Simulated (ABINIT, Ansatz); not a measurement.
# LiCNO (R3m): changed settings of a GW run in ABINIT

What do changed inputs do to GW on LiCNO (R3m)?

Program: ABINIT 10.8.3. Level of theory: PBEsol and many-body steps on it, plane waves. Results are calculated unless marked as measured.

## Step 1: The structure

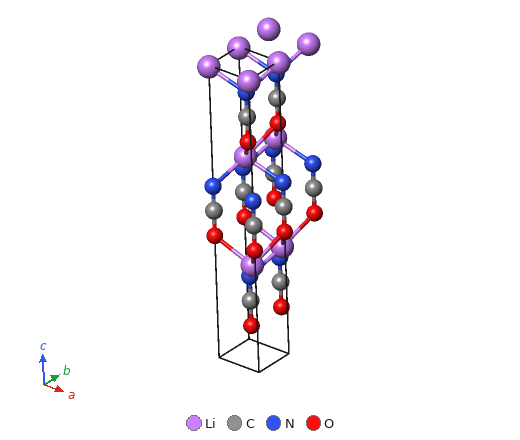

The cell as given, slightly off an axis (lithium purple, carbon grey, nitrogen blue, oxygen red). 1×2×1 cells are drawn. This picture shows the conventional cell, with its axes. Bonds to atoms that aren't drawn are left out. Some periodic images of atoms are drawn too.

Coordinates:

```cif
data_structure
_symmetry_space_group_name_H-M 'R3m:H'
_symmetry_Int_Tables_number 160
_cell_length_a 3.2880
_cell_length_b 3.2880
_cell_length_c 14.2862
_cell_angle_alpha 90.000
_cell_angle_beta 90.000
_cell_angle_gamma 120.000
_cell_volume 133.75
loop_
_atom_site_label
_atom_site_type_symbol
_atom_site_symmetry_multiplicity
_atom_site_Wyckoff_symbol
_atom_site_fract_x
_atom_site_fract_y
_atom_site_fract_z
_atom_site_occupancy
Li1 Li 3 a 0.66667 0.33333 0.32807 1
C1 C 3 a 0.33333 0.66667 0.16920 1
N1 N 3 a 0.33333 0.66667 0.25271 1
O1 O 3 a 0.33333 0.66667 0.08333 1
```

The cell and positions are those that the Materials Project relaxed with its own functionals (PBE, PBE+U or r2SCAN), kept fixed.

## Step 2: Screening, 4×4×4 mesh, 63 bands, screening to 141.5 eV

This step: ABINIT 10.8.3; RPA screening on PBEsol, plane waves, norm-conserving pseudopotentials.

The RPA dielectric matrix is built and inverted for each q.

File run.abi:

```
acell 3*1.0 Angstrom
rprim 
  1.643988180588 0.949157018607 4.762053928800
  -1.643988180588 0.949157018607 4.762053928800
  0.000000000000 -1.898314037214 4.762053928800
ntypat 4
znucl 3 6 7 8
natom 4
typat 1 2 3 4
xred 
  0.005259000000 0.005259000000 0.005259000000
  0.497462000000 0.497462000000 0.497462000000
  0.413960000000 0.413960000000 0.413960000000
  0.583333333333 0.583333333333 0.583333333333
pp_dirpath "pseudos"
pseudos "Li.upf, C.upf, N.upf, O.upf"
ecut 37
ngkpt 4 4 4
nshiftk 1
shiftk 0 0 0
kptopt 1
chksymbreak 0
istwfk *1
occopt 1
irdwfk 1
optdriver 3
nband 63
ecuteps 5.2
inclvkb 2
awtr 1
symchi 1
indata_prefix "in"
outdata_prefix "out"
tmpdata_prefix "tmp"
```

Run with:

```
$ OMP_NUM_THREADS=1 mpirun -n 4 abinit run.abi > log
```

Output:

```text
.Version 10.8.3 of ABINIT. v10.8.2 released Aug 2026.

 Symmetries : space group R3 m (#160); Bravais hR (rhombohedral)
[... echo of the input left out ...]
== DATASET  1 ==================================================================
-   mpi_nproc: 4, omp_nthreads: 1 (-1 if OMP is not activated)

--- !DatasetInfo
iteration_state: {dtset: 1, }
dimensions: {natom: 4, nkpt: 13, mband: 63, nsppol: 1, nspinor: 1, nspden: 1, mpw: 3276, }
cutoff_energies: {ecut:  37.0, pawecutdg:  -1.0, }
electrons: {nelect:   1.80000000E+01, charge:   0.00000000E+00, occopt:   1.00000000E+00, tsmear:   1.00000000E-02, }

 SCREENING: Calculation of the susceptibility and dielectric matrices

 Based on a program developped by R.W. Godby, V. Olevano, G. Onida, and L. Reining.
 Incorporated in ABINIT by V. Olevano, G.-M. Rignanese, and M. Torrent.
.Using double precision arithmetic ; gwpc =  8

[... cell and pseudopotentials left out ...]
--------------------------------------------------------------------------------

 ==== K-mesh for the wavefunctions ====
 Number of points in the irreducible wedge :    13
[... list of points left out ...]
 Together with  6 symmetry operations and time-reversal symmetry
 yields    64 points in the full Brillouin Zone.

 ==== Q-mesh for the screening function ====
 Number of points in the irreducible wedge :    13
[... list of points left out ...]
 Together with  6 symmetry operations and time-reversal symmetry
 yields    64 points in the full Brillouin Zone.

 setmesh: FFT mesh size selected  =    40x   40x   40
          total number of points  =        64000

 vcoul_init : cutoff-mode = AUXILIARY_FUNCTION
 q-points for optical limit:   1
     1)      0.000010    0.000020    0.000030

- screening: taking advantage of time-reversal symmetry
- Maximum band index for partially occupied states nbvw = 9
- Remaining bands to be divided among processors   nbcw = 54
- Number of bands treated by each node ~13

 Number of electrons calculated from density =   18.0000; Expected =   18.0000
 average of density, n =  0.059826
 r_s =    1.5861
 omega_plasma =   23.5940 [eV]

 calculating chi0 at frequencies [eV] :
  1    0.000000E+00    0.000000E+00
  2    0.000000E+00    2.359404E+01

--------------------------------------------------------------------------------
  q-point number  1        q = ( 0.000000, 0.000000, 0.000000) [r.l.u.]
--------------------------------------------------------------------------------
[... chi0 elements left out ...]
 For q-point:  0.000010 0.000020 0.000030
  dielectric constant =   2.3903
  dielectric constant without local fields =   3.0743

  Average fulfillment of the sum rule on Im[epsilon] for q-point    1 :     61.35  [%]
[... wings left out ...]
  q-point number  2        q = ( 0.250000, 0.000000, 0.000000) [r.l.u.]
--------------------------------------------------------------------------------
[... chi0 elements left out ...]
  Average fulfillment of the sum rule on Im[epsilon] for q-point    2 :     70.56  [%]

 [... 11 further q-points ...]
```

Elapsed: 88 s, on 4 MPI ranks of Intel Xeon Platinum 8375C at 2.90GHz (Ice Lake), shared host; peak memory 1.6 GiB; 5.8 min of CPU time.

This step gave:

```
ε∞ with local fields, on this mesh, along the program's q direction : 2.390
the same without local fields                                       : 3.074
plasma frequency                                                    : 23.59 eV
plane waves in the screening matrix                                 : 159
```

Local fields lower ε∞ by 22 %.

## Step 3: Base

The self-energy is evaluated for the states that the input lists, and the levels follow from it, in one-shot runs by the linearised quasiparticle equation.

This step: G0W0 on PBEsol, plane waves, norm-conserving pseudopotentials.

run.abi, as its differences from that of step 2:

```diff
@@ -25,8 +25,17 @@
 irdwfk 1
-optdriver 3
+optdriver 4
 nband 63
+gwcalctyp 0
+ecutsigx 37
+symsigma 1
+nkptgw 2
+kptgw 
+  0.5000000000 0.5000000000 0.5000000000
+  0.0000000000 0.0000000000 0.0000000000
+bdgw 
+  8 12
+  8 12
 ecuteps 5.2
-inclvkb 2
-awtr 1
-symchi 1
+irdscr 1
+ppmodel 1
 indata_prefix "in"
```

Output:

```text
.Version 10.8.3 of ABINIT. v10.8.2 released Aug 2026.

 Symmetries : space group R3 m (#160); Bravais hR (rhombohedral)
[... echo of the input left out ...]
== DATASET  1 ==================================================================
-   mpi_nproc: 4, omp_nthreads: 1 (-1 if OMP is not activated)

--- !DatasetInfo
iteration_state: {dtset: 1, }
dimensions: {natom: 4, nkpt: 13, mband: 63, nsppol: 1, nspinor: 1, nspden: 1, mpw: 3276, }
cutoff_energies: {ecut:  37.0, pawecutdg:  -1.0, }
electrons: {nelect:   1.80000000E+01, charge:   0.00000000E+00, occopt:   1.00000000E+00, tsmear:   1.00000000E-02, }

 SIGMA: Calculation of the GW corrections

 Based on a program developped by R.W. Godby, V. Olevano, G. Onida, and L. Reining.
 Incorporated in ABINIT by V. Olevano, G.-M. Rignanese, and M. Torrent.
.Using double precision arithmetic ; gwpc =  8

[... cell and pseudopotentials left out ...]
--------------------------------------------------------------------------------

 ==== K-mesh for the wavefunctions ====
 Number of points in the irreducible wedge :    13
[... list of points left out ...]
 Together with  6 symmetry operations and time-reversal symmetry
 yields    64 points in the full Brillouin Zone.

 ==== Q-mesh for screening function ====
 Number of points in the irreducible wedge :    13
[... list of points left out ...]
 Together with  6 symmetry operations and time-reversal symmetry
 yields    64 points in the full Brillouin Zone.

 vcoul_init : cutoff-mode = AUXILIARY_FUNCTION
 q-points for optical limit:   1
     1)      0.000010    0.000020    0.000030
 setmesh: FFT mesh size selected  =    54x   54x   54
          total number of points  =       157464

 Number of electrons calculated from density =   18.0000; Expected =   18.0000
 average of density, n =  0.059826
 r_s =    1.5861
 omega_plasma =   23.5940 [eV]

 === KS Band Gaps ===
  >>>> For spin  1
   Minimum direct gap =   4.8204 [eV], located at k-point      :   0.0000  0.0000  0.0000
   Fundamental gap    =   4.6643 [eV], Top of valence bands at :   0.5000  0.5000  0.5000
                                       Bottom of conduction at :   0.0000  0.0000  0.0000
 SIGMA fundamental parameters:
 PLASMON POLE MODEL  1
 number of plane-waves for SigmaX                 3259
 number of plane-waves for SigmaC and W            159
 number of plane-waves for wavefunctions          3259
 number of bands                                    63
 number of independent spin polarizations            1
 number of spinorial components                      1
 number of k-points in IBZ                          13
 number of q-points in IBZ                          13
 number of symmetry operations                       6
 number of k-points in BZ                           64
 number of q-points in BZ                           64
 number of frequencies for dSigma/dE                 9
 frequency step for dSigma/dE [eV]                0.25
 number of omega for Sigma on real axis              0
 max omega for Sigma on real axis  [eV]           0.00
 zcut for avoiding poles [eV]                     0.10

 EPSILON^-1 parameters (SCR file):
 dimension of the eps^-1 matrix on file            159
 dimension of the eps^-1 matrix used               159
 number of plane-waves for wavefunctions          3259
 number of bands                                    63
 number of q-points in IBZ                          13
 number of frequencies                               2
 number of real frequencies                          1
 number of imag frequencies                          1

 matrix elements of self-energy operator (all in [eV])

 Perturbative Calculation

--- !SelfEnergy_ee
iteration_state: {dtset: 1, }
kpoint     : [   0.500,    0.500,    0.500, ]
spin       : 1
KS_gap     :    4.997
QP_gap     :    7.654
Delta_QP_KS:    2.658
data: !SigmaeeData |
     Band     E0 <VxcDFT>   SigX SigC(E0)      Z dSigC/dE  Sig(E)    E-E0       E
        8  -0.072 -17.881 -22.041   2.589   0.814  -0.228 -19.161  -1.279  -1.351
        9  -0.072 -17.881 -22.041   2.589   0.814  -0.228 -19.161  -1.279  -1.351
       10   4.925  -9.746  -5.044  -3.117   0.870  -0.150  -8.368   1.378   6.303
       11   7.610 -15.970  -9.345  -3.121   0.822  -0.217 -13.090   2.880  10.490
       12   7.610 -15.970  -9.345  -3.121   0.822  -0.217 -13.090   2.880  10.490

--- !SelfEnergy_ee
iteration_state: {dtset: 1, }
kpoint     : [   0.000,    0.000,    0.000, ]
spin       : 1
KS_gap     :    4.820
QP_gap     :    7.515
Delta_QP_KS:    2.695
data: !SigmaeeData |
     Band     E0 <VxcDFT>   SigX SigC(E0)      Z dSigC/dE  Sig(E)    E-E0       E
        8  -0.228 -17.700 -21.924   2.605   0.815  -0.228 -19.018  -1.319  -1.546
        9  -0.228 -17.700 -21.924   2.605   0.815  -0.228 -19.018  -1.319  -1.546
       10   4.593 -10.335  -5.608  -3.138   0.866  -0.155  -8.958   1.376   5.969
       11   7.799 -16.092  -9.352  -3.177   0.822  -0.216 -13.163   2.929  10.729
       12   7.799 -16.092  -9.352  -3.177   0.822  -0.216 -13.163   2.929  10.729

== END DATASET(S) ==============================================================
================================================================================

 -outvars: echo values of variables after computation  --------
           etotal      0.0000000000E+00
            nband          63
             nkpt          13
          spgroup         160
 [... the other variables as echoed above ...]

 Calculation completed.
```

Wall time 9.6 s (4 MPI ranks); peak memory 1.4 GiB.

This step gave:

| Quantity | Value |
| --- | --- |
| G0W0 gap on the points computed | 7.32 eV |
| starting gap on the mesh | 4.664 eV |
| k of the valence top | 0.5, 0.5, 0.5 |
| k of the conduction bottom | 0, 0, 0 |
| Z at the valence top | 0.814 |
| Z at the conduction bottom | 0.866 |
| least direct G0W0 gap on the computed points | 7.515 eV |

The gap on the mesh goes from 4.66 eV to 7.32 eV, a correction of +2.66 eV.

[end of part 1 of 2]

[Paths, hosts, dates, memory and timing lines, banners, echoed tables and standing remarks are left out of the program output.]

[Logs are printed without paths, hosts, clocks, repeated set-up lines and the standing remarks that a program may print on its own settings, such as how far it seeks lower states.]

[Runs of the session that timed out or met a known fault of the program may be left out.]

[Hosts, paths, dates, database ids (printed as entryN), source tags and the programs' standing remarks are cut or masked in the printed files.]

[G0W0 gaps are taken among the corrected bands and points alone; a level outside them can change the order at an edge.]

[Where Ansatz stands beside ABINIT at settings called matched, ABINIT's density can come from a denser mesh and the files from another edition; pairs whose starting gaps differed by over 0.03 eV were left out, so agreement reads better than it is.]
